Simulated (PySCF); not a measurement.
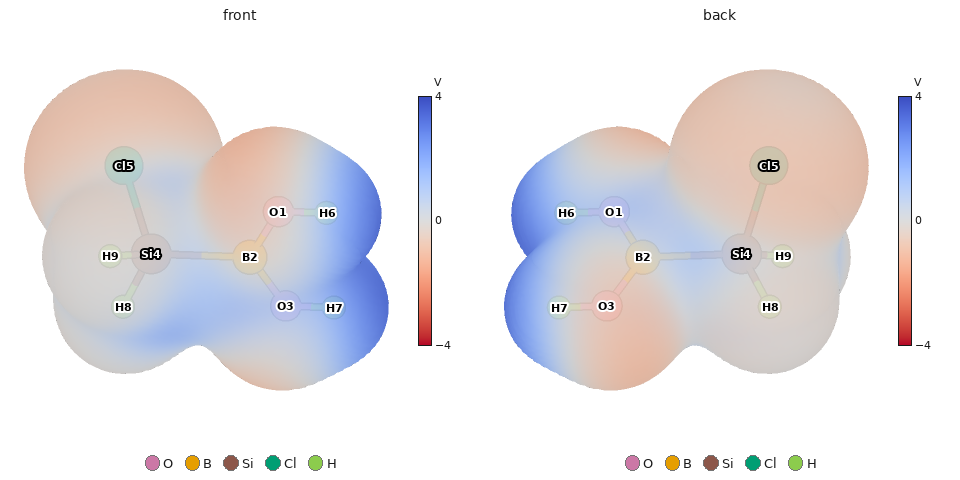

*BClH$_{4}$O$_{2}$Si (SMILES OB(O)[SiH2]Cl). The molecular electrostatic potential painted on the density surface at 0.002 e/bohr³, seen from the front and from behind; the colour scale runs from red (negative) to blue (positive).*

Geometry: GFN2-xTB.

Method: PBE0/pcSseg-1, SCF density, gas phase, non-relativistic (PySCF).

```xyz
9

O    -1.3049    0.2714    1.0433
B    -0.5538   -0.2218    0.0342
O    -0.9755   -1.2210   -0.7743
Si    1.2197    0.5726   -0.2940
Cl    2.4513    0.2614    1.2937
H    -2.1683   -0.1146    1.2119
H    -1.8412   -1.6064   -0.6141
H     1.9575    0.0322   -1.4433
H     1.2287    2.0322   -0.4825
```

Q: Where is the surface potential most negative and most positive?

A: The most negative region (about −1.1 V) lies over O1, the most positive (about +3.2 V) over H6 and H7. O1 is the likeliest acceptor of a hydrogen bond.
